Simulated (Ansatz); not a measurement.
**CuH6P2 (charge +1): density, localisation and related maps**

Input

```
crystal:
  periodic: [false, false, false]
  atoms:
    - {symbol: Cu, position_ang: [0.004269, 0.008952, 0.000060]}
    - {symbol: P, position_ang: [-0.000541, -0.013542, 2.236136]}
    - {symbol: H, position_ang: [0.832240, -0.972063, 2.885886]}
    - {symbol: H, position_ang: [-1.243225, -0.269192, 2.887943]}
    - {symbol: H, position_ang: [0.403225, 1.176874, 2.910159]}
    - {symbol: P, position_ang: [0.002002, 0.016596, -2.236116]}
    - {symbol: H, position_ang: [1.220660, 0.352923, -2.896560]}
    - {symbol: H, position_ang: [-0.899907, 0.906126, -2.891659]}
    - {symbol: H, position_ang: [-0.318713, -1.206674, -2.895848]}
basis:
  gaussian: {orbitals: def2-TZVP, initial_orbitals: start.molden}
total_charge: 1
hamiltonian: {xc: pbe0, dispersion: d4}
scf: {omitted_lower_state_checks: [starts]}
output: {orbitals: {seedname: orbitals}}
```

Command:

```sh
ansatz run in.yaml --threads 4 --pin off --events-out ev --progress --plain --max-ram 3916MiB
```

Geometry: PBE-D4/def2-SVP.

Level of theory: Ansatz 0.2.0, RKS PBE0-D4/def2-TZVP.

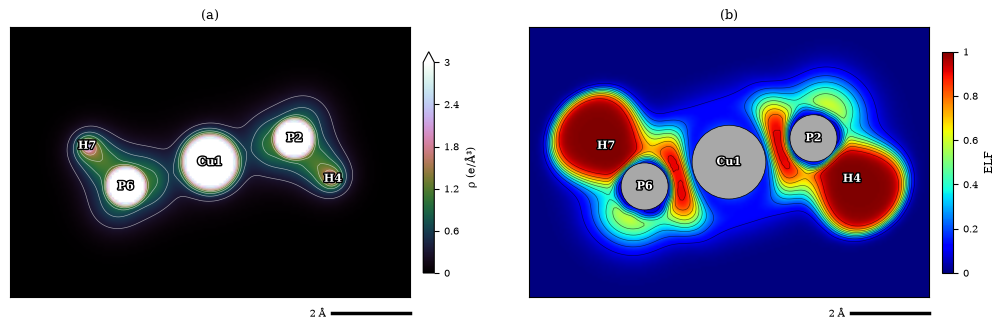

Figure 1. (a) electron density; (b) electron localisation function on the plane of atoms Cu1, P6 and H7. Grey discs cover the atomic cores in the ELF map.

Question: What does the map show?

Answer:
- The plane passes through Cu, P and H nuclei.
- Cu–P (2.24 Å): ρ is about 0.61 e/Å³ halfway; the ELF peaks at about 0.90 between the atoms.
- P–H (1.43 Å): the density is about 1.1 e/Å³ at the midpoint; the ELF climbs to about 1 towards the hydrogen, as it does in any bond to H.

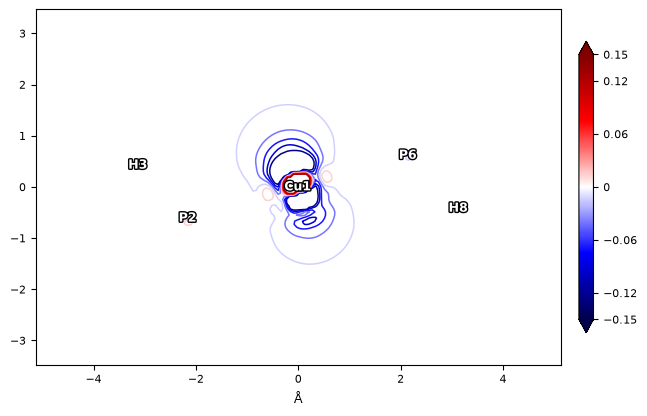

Figure 2. The HOMO−1 on the plane of atoms Cu1, P6 and H8 (values in Å⁻³ᐟ²; the overall sign is arbitrary).

Question: What is the character of this orbital?

Answer: It lies mainly on Cu1 (about 100 %). It is one of a degenerate set, so its orientation is arbitrary. Its energy is −13.35 eV.

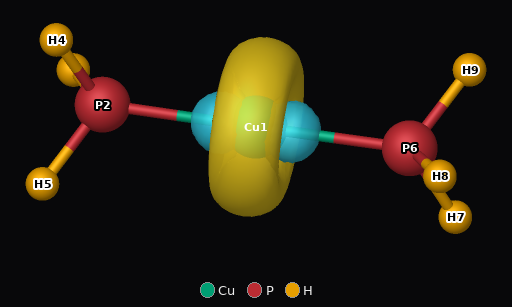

Figure 3. The HOMO at ±0.15 Å⁻³ᐟ² (yellow and cyan are the two phases), seen at an oblique angle.

Question: Describe this orbital and give its energy.

Answer: It lies mainly on Cu1 (about 85 %), P2 (about 5 %) and P6 (about 5 %). Its energy is −12.50 eV.
